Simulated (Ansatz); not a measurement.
# CH5BOSe: harmonic frequencies at the relaxed geometry

At which frequencies does CH5BOSe vibrate? A script is to give harmonic frequencies at the relaxed geometry; the system is CH5BOSe. SMILES: CB(O)[SeH].

Computed with Ansatz 0.2.0, driven from Python. Level of theory: r2SCAN/def2-SVP.

## Step 1: Starting point

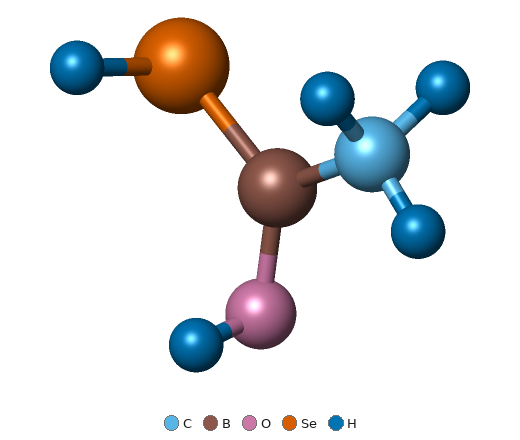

The structure that the script starts from, seen from a chosen angle (carbon blue, boron brown, oxygen pink, selenium orange, hydrogen blue).

No structure file is read: the coordinates are typed or built in the script.

## Step 2: The code

freq_ch5bose.py reads:

```python
'''Harmonic frequencies of CH5BOSe at its relaxed geometry.'''

import itertools

import ansatz as az
from ase.data import atomic_numbers, covalent_radii
import numpy as np


def main() -> None:
    geometry_ang = [
        ('C', (0.3407, 0.7193, -0.8539)),
        ('B', (-0.1641, -0.5027, -0.0202)),
        ('O', (0.706, -1.6382, 0.1246)),
        ('Se', (-1.9064, -0.5227, 0.8342)),
        ('H', (0.2845, 1.6576, -0.2356)),
        ('H', (-0.4087, 0.9276, -1.7143)),
        ('H', (1.3443, 0.6093, -1.2564)),
        ('H', (1.294, -1.4218, 0.9526)),
        ('H', (-1.4018, 0.1252, 2.1519)),
    ]
    molecule = az.Crystal.molecule()
    for symbol, xyz in geometry_ang:
        molecule = molecule.atom(symbol, xyz)

    job = molecule.calculation().basis(gaussian='def2-SVP').functional('r2scan')
    symbols = [site.symbol for site in molecule.cartesian_sites]
    start = np.array([site.position_ang for site in molecule.cartesian_sites], dtype=float)
    def progress(event):
        if event['event'] == 'relax_step':
            row = event['data']
            print(f'step {row["step"]:3d}  E = {row["lagrangian_ev"]:.6f} eV  largest force component {row["allowed_force_max_ev_ang"]:.4f} eV/A')


    report = job.relax(force_tolerance=0.003).session().plan().execute(on_event=progress).report
    end = np.array(report['positions_ang'])

    # pairs closer than 1.2 times the sum of covalent radii, before or after
    radius = [covalent_radii[atomic_numbers[s]] for s in symbols]
    span = lambda where, i, j: np.linalg.norm(where[i] - where[j])
    bonded = [(i, j) for i, j in itertools.combinations(range(len(symbols)), 2) if min(span(start, i, j), span(end, i, j)) < 1.2 * (radius[i] + radius[j])]
    print('pair        before    after (A)')
    for i, j in bonded:
        print(f'{symbols[i]}{i}-{symbols[j]}{j}'.ljust(10), f'{span(start, i, j):8.4f} {span(end, i, j):8.4f}')
    for first, second in list(itertools.combinations(bonded, 2)):
        shared = set(first) & set(second)
        if shared and symbols[(j := shared.pop())] != 'H':
            i, k = sorted((set(first) | set(second)) - {j})
            u, v = end[i] - end[j], end[k] - end[j]
            angle = np.degrees(np.arccos(np.clip(u @ v / np.linalg.norm(u) / np.linalg.norm(v), -1, 1)))
            print(f'final angle {symbols[i]}{i}-{symbols[j]}{j}-{symbols[k]}{k}: {angle:.2f} deg')

    # frequencies need a stationary point, so they are taken at the relaxed geometry
    minimum = az.Crystal.molecule()
    for symbol, place in zip(symbols, end):
        minimum = minimum.atom(symbol, place.tolist())
    vibrating = (
        minimum.calculation()
        .basis(gaussian='def2-SVP')
        .functional('r2scan')
        .phonons(temperatures=(100, 500, 100))
    )
    vib = vibrating.run().report['vibrations']
    sums = vib['harmonic_sums']
    modes = [m['omega_inv_cm'] for m in sums['modes_at_gamma'] if m['rigid_motion'] == 'no']
    for number, w in enumerate(modes, start=1):
        print(f'mode {number:2d} {w:9.1f} 1/cm {w / 8065.544 * 1000:8.2f} meV')
    print('imaginary modes:', sum(w < 0 for w in modes), ' zero-point energy:', round(sums['zero_point_energy_ev'], 4), 'eV')
    print('T (K)   F_vib (eV)   S_vib (meV/K)   C_vib (meV/K)')
    for row in zip(sums['temperatures_k'], sums['vibrational_free_energy_ev'], vib['entropy_ev_per_k'], vib['heat_capacity_ev_per_k']):
        print(f'{row[0]:6.1f} {row[1]:11.4f} {1000 * row[2]:13.4f} {1000 * row[3]:15.4f}')


if __name__ == '__main__':
    main()
```

## Step 3: The calls as engine input

The package turns the script's settings into the engine's input (first run):

```yaml
crystal:
  periodic: [false, false, false]
  atoms:
    - { symbol: C, position_ang: [0.3407, 0.7193, -0.8539] }
    - { symbol: B, position_ang: [-0.1641, -0.5027, -0.0202] }
    - { symbol: O, position_ang: [0.706, -1.6382, 0.1246] }
    - { symbol: Se, position_ang: [-1.9064, -0.5227, 0.8342] }
    - { symbol: H, position_ang: [0.2845, 1.6576, -0.2356] }
    - { symbol: H, position_ang: [-0.4087, 0.9276, -1.7143] }
    - { symbol: H, position_ang: [1.3443, 0.6093, -1.2564] }
    - { symbol: H, position_ang: [1.294, -1.4218, 0.9526] }
    - { symbol: H, position_ang: [-1.4018, 0.1252, 2.1519] }
basis:
  gaussian:
    orbitals: def2-SVP
hamiltonian:
  xc: r2scan
relax:
  f_tol: 0.003
```

## Step 4: Running it

The run is started by

```bash
$ python freq_ch5bose.py
```

Output:

```text
step   1  E = -69179.308558 eV  largest force component 2.7417 eV/A
step   2  E = -69179.591468 eV  largest force component 1.6090 eV/A
step   3  E = -69179.703289 eV  largest force component 1.2369 eV/A
step   4  E = -69179.793018 eV  largest force component 0.9752 eV/A
step   5  E = -69179.989702 eV  largest force component 1.1325 eV/A
step   6  E = -69180.054857 eV  largest force component 3.2358 eV/A
step   7  E = -69180.330823 eV  largest force component 0.6513 eV/A
step   8  E = -69180.422770 eV  largest force component 0.4899 eV/A
step   9  E = -69180.507988 eV  largest force component 0.6774 eV/A
step  10  E = -69180.593446 eV  largest force component 0.9469 eV/A
step  11  E = -69180.646243 eV  largest force component 0.8600 eV/A
step  12  E = -69180.723186 eV  largest force component 0.7143 eV/A
step  13  E = -69180.739829 eV  largest force component 0.2745 eV/A
step  14  E = -69180.755629 eV  largest force component 0.0510 eV/A
step  15  E = -69180.756931 eV  largest force component 0.0812 eV/A
step  16  E = -69180.758093 eV  largest force component 0.0976 eV/A
step  17  E = -69180.758507 eV  largest force component 0.0838 eV/A
step  18  E = -69180.758850 eV  largest force component 0.0591 eV/A
step  19  E = -69180.759296 eV  largest force component 0.0698 eV/A
step  20  E = -69180.759066 eV  largest force component 0.1093 eV/A
step  21  E = -69180.759761 eV  largest force component 0.0429 eV/A
step  22  E = -69180.759996 eV  largest force component 0.0300 eV/A
step  23  E = -69180.760249 eV  largest force component 0.0292 eV/A
step  24  E = -69180.760456 eV  largest force component 0.0219 eV/A
step  25  E = -69180.760608 eV  largest force component 0.0129 eV/A
step  26  E = -69180.760600 eV  largest force component 0.0449 eV/A
step  27  E = -69180.760679 eV  largest force component 0.0198 eV/A
step  28  E = -69180.760474 eV  largest force component 0.0572 eV/A
step  29  E = -69180.760766 eV  largest force component 0.0063 eV/A
step  30  E = -69180.760784 eV  largest force component 0.0151 eV/A
step  31  E = -69180.760795 eV  largest force component 0.0095 eV/A
step  32  E = -69180.760805 eV  largest force component 0.0040 eV/A
step  33  E = -69180.760815 eV  largest force component 0.0053 eV/A
step  34  E = -69180.760823 eV  largest force component 0.0062 eV/A
step  35  E = -69180.760824 eV  largest force component 0.0042 eV/A
step  36  E = -69180.760826 eV  largest force component 0.0026 eV/A
pair        before    after (A)
C0-B1        1.5631   1.5750
C0-H4        1.1251   1.1049
C0-H5        1.1599   1.0995
C0-H6        1.0869   1.1049
B1-O2        1.4378   1.3612
B1-Se3       1.9406   1.9580
O2-H7        1.0383   0.9665
Se3-H8       1.5527   1.4708
final angle B1-C0-H4: 110.32 deg
final angle B1-C0-H5: 114.11 deg
final angle B1-C0-H6: 110.37 deg
final angle C0-B1-O2: 123.35 deg
final angle C0-B1-Se3: 119.39 deg
final angle H4-C0-H5: 107.59 deg
final angle H4-C0-H6: 106.51 deg
final angle H5-C0-H6: 107.61 deg
final angle O2-B1-Se3: 117.26 deg
final angle B1-O2-H7: 112.66 deg
final angle B1-Se3-H8: 94.98 deg
mode  1      52.5 1/cm     6.51 meV
mode  2     232.2 1/cm    28.79 meV
mode  3     313.1 1/cm    38.81 meV
mode  4     349.6 1/cm    43.35 meV
mode  5     429.6 1/cm    53.26 meV
mode  6     519.1 1/cm    64.36 meV
mode  7     541.0 1/cm    67.07 meV
mode  8     703.2 1/cm    87.19 meV
mode  9     855.4 1/cm   106.06 meV
mode 10     858.4 1/cm   106.43 meV
mode 11     923.5 1/cm   114.49 meV
mode 12    1170.2 1/cm   145.08 meV
mode 13    1296.7 1/cm   160.76 meV
mode 14    1382.7 1/cm   171.43 meV
mode 15    1435.3 1/cm   177.95 meV
mode 16    1439.8 1/cm   178.51 meV
mode 17    2440.9 1/cm   302.63 meV
mode 18    3021.7 1/cm   374.64 meV
mode 19    3102.7 1/cm   384.68 meV
mode 20    3145.9 1/cm   390.04 meV
mode 21    3829.3 1/cm   474.78 meV
imaginary modes: 0  zero-point energy: 1.7384 eV
T (K)   F_vib (eV)   S_vib (meV/K)   C_vib (meV/K)
 100.0      1.7325        0.1369          0.1653
 200.0      1.7097        0.3233          0.3984
 300.0      1.6673        0.5249          0.6044
 400.0      1.6049        0.7230          0.7755
 500.0      1.5231        0.9114          0.9132
```

Wall time 11 min (1 thread of Arm Neoverse N1, shared host); peak memory 0.24 GiB.

## Step 5: Inputs of later runs

The engine's inputs for the other runs:

Run 2, against run 1:

```diff
@@ -4,9 +4,9 @@
-    - { symbol: C, position_ang: [0.3407, 0.7193, -0.8539] }
-    - { symbol: B, position_ang: [-0.1641, -0.5027, -0.0202] }
-    - { symbol: O, position_ang: [0.706, -1.6382, 0.1246] }
-    - { symbol: Se, position_ang: [-1.9064, -0.5227, 0.8342] }
-    - { symbol: H, position_ang: [0.2845, 1.6576, -0.2356] }
-    - { symbol: H, position_ang: [-0.4087, 0.9276, -1.7143] }
-    - { symbol: H, position_ang: [1.3443, 0.6093, -1.2564] }
-    - { symbol: H, position_ang: [1.294, -1.4218, 0.9526] }
-    - { symbol: H, position_ang: [-1.4018, 0.1252, 2.1519] }
+    - { symbol: C, position_ang: [0.34223843728156617, 0.6679561291417947, -0.9494570081103996] }
+    - { symbol: B, position_ang: [-0.13768540173929344, -0.19345823676868584, 0.27862262945747757] }
+    - { symbol: O, position_ang: [0.6976497199374384, -0.9748544745070784, 1.0166117198254552] }
+    - { symbol: Se, position_ang: [-2.025673923060634, -0.16020837494561332, 0.796417744043388] }
+    - { symbol: H, position_ang: [1.1194303186073604, 1.3869433538591276, -0.6335337877329608] }
+    - { symbol: H, position_ang: [-0.4600176808874737, 1.239225438172407, -1.4383215120936734] }
+    - { symbol: H, position_ang: [0.8061307426858098, 0.0206588207876624, -1.7153086552276013] }
+    - { symbol: H, position_ang: [1.6115796868167829, -0.9417516366150851, 0.7038811672633764] }
+    - { symbol: H, position_ang: [-1.8651518996415548, -1.0909110191245301, 1.9239877025749375] }
@@ -18,2 +18,5 @@
-relax:
-  f_tol: 0.003
+phonons:
+  temperatures:
+    t_min: 100.0
+    t_max: 500.0
+    t_step: 100.0
```

## Step 6: The engine's runs

The 2 runs, in the order started:

```
run  kind of run  energy from run 2 (eV)  SCF cycles in all  CPU time (s)
  1   relaxation                  0.0000                281           360
  2      phonons                  0.0000                341           290
```

## Step 7: Path of the relaxation of run 1

Step by step:

```csv
step,energy from step 1 (eV),largest force component (eV/Å)
1,0.0000,2.7417
2,-0.2829,1.6090
3,-0.3947,1.2369
4,-0.4845,0.9752
5,-0.6811,1.1325
6,-0.7463,3.2358
7,-1.0223,0.6513
8,-1.1142,0.4899
9,-1.1994,0.6774
10,-1.2849,0.9469
11,-1.3377,0.8600
12,-1.4146,0.7143
13,-1.4313,0.2745
14,-1.4471,0.0510
15,-1.4484,0.0812
16,-1.4495,0.0976
17,-1.4499,0.0838
18,-1.4503,0.0591
19,-1.4507,0.0698
20,-1.4505,0.1093
21,-1.4512,0.0429
22,-1.4514,0.0300
23,-1.4517,0.0292
24,-1.4519,0.0219
25,-1.4520,0.0129
26,-1.4520,0.0449
27,-1.4521,0.0198
28,-1.4519,0.0572
29,-1.4522,0.0063
30,-1.4522,0.0151
31,-1.4522,0.0095
32,-1.4522,0.0040
33,-1.4523,0.0053
34,-1.4523,0.0062
35,-1.4523,0.0042
36,-1.4523,0.0026
```

Step 1 is the start. Steps 20, 26, 28 were tried and not accepted.

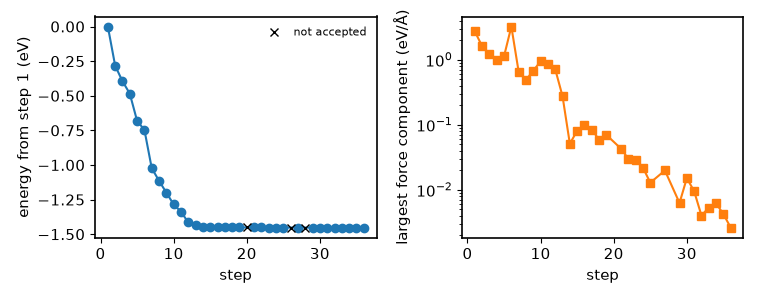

Energy and largest force along the relaxation.

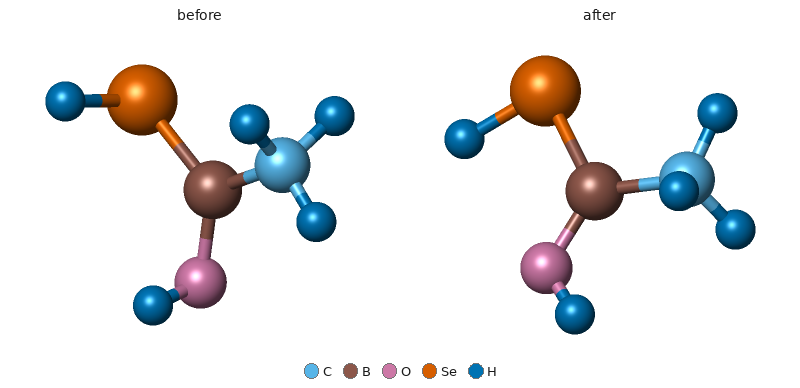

The structure before (left) and after (right) the relaxation, drawn at the same scale.

Before: Bond lengths: C1–B2 1.563 Å, B2–O3 1.438 Å, B2–Se4 1.941 Å, C1–H5 1.125 Å, C1–H6 1.160 Å, C1–H7 1.087 Å, O3–H8 1.038 Å, Se4–H9 1.553 Å. Angles: C1–B2–O3 118.4°, C1–B2–Se4 122.2°, O3–B2–Se4 119.4°, B2–C1–H5 110.0°, B2–C1–H6 109.1°, B2–C1–H7 114.6°, H5–C1–H6 103.0°, H5–C1–H7 109.5°, H6–C1–H7 109.9°, B2–O3–H8 105.0°, B2–Se4–H9 94.4°.

After: Bond lengths: C1–B2 1.575 Å, B2–O3 1.361 Å, B2–Se4 1.958 Å, C1–H5 1.105 Å, C1–H6 1.100 Å, C1–H7 1.105 Å, O3–H8 0.967 Å, Se4–H9 1.471 Å. Angles: C1–B2–O3 123.3°, C1–B2–Se4 119.4°, O3–B2–Se4 117.3°, B2–C1–H5 110.3°, B2–C1–H6 114.1°, B2–C1–H7 110.4°, H5–C1–H6 107.6°, H5–C1–H7 106.5°, H6–C1–H7 107.6°, B2–O3–H8 112.7°, B2–Se4–H9 95.0°.

## Step 8: Vibrations

Frequencies (cm⁻¹; negative: imaginary): 52, 232, 313, 350, 430, 519, 541, 703, 855, 858, 923, 1170, 1297, 1383, 1435, 1440, 2441, 3022, 3103, 3146, 3829.

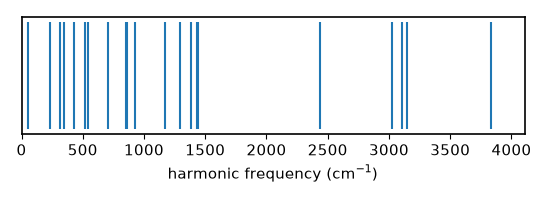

The harmonic frequencies as lines of equal height (no intensities).

## Step 9: Results

```
                             quantity        value
                        runs compared            2
     moves of the relaxation of run 1           32
               energy gained in run 1     1.452 eV
last largest force component of run 1  0.0026 eV/Å
                    highest frequency    3829 cm⁻¹
                      imaginary modes            0
                    zero-point energy     1.738 eV
```

Run 1: After 32 moves the largest shift is 1.321 Å, of atom 9 (H). So large a move can change the bonding: the results belong to the relaxed structure. All frequencies are real, so the geometry is a minimum. The values are harmonic; measured fundamentals also hold anharmonic shifts, mostly downward for stretches. Notes:
- The frequencies are harmonic and unscaled, in a modest basis.
- The result belongs to the one conformer reached from this start, and soft torsions count as harmonic oscillators.
